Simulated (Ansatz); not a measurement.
Base system: CuI in the zinc blende structure (space group F-43m, No. 216; a = 5.862 Å). Axes: x, y, z lie along the cube axes.

One thing is altered: tensor shear ε_xy = +0.86 % (engineering shear γ = 0.0172); the atoms relax in the strained cell.

The values are results of LDA/PAW in Ansatz (a first-principles code), scalar-relativistic without spin-orbit coupling, not measurements.

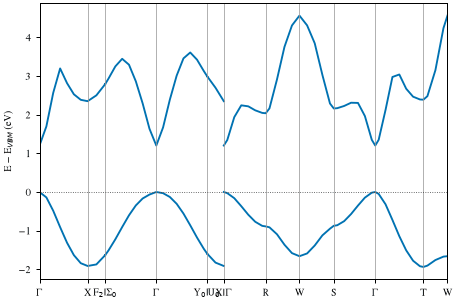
*Highest valence and lowest conduction band along the path of the changed cell's own zone*

Q: From the figure, how large is the changed gap, and is it direct?

A: About 1.2 eV, direct at Γ.

Spin-orbit coupling, missing from the scalar runs, can matter with I. Whether these cells are dynamically stable was not tested. All final runs are without spin polarisation. k-point labels follow each cell's own Brillouin zone.
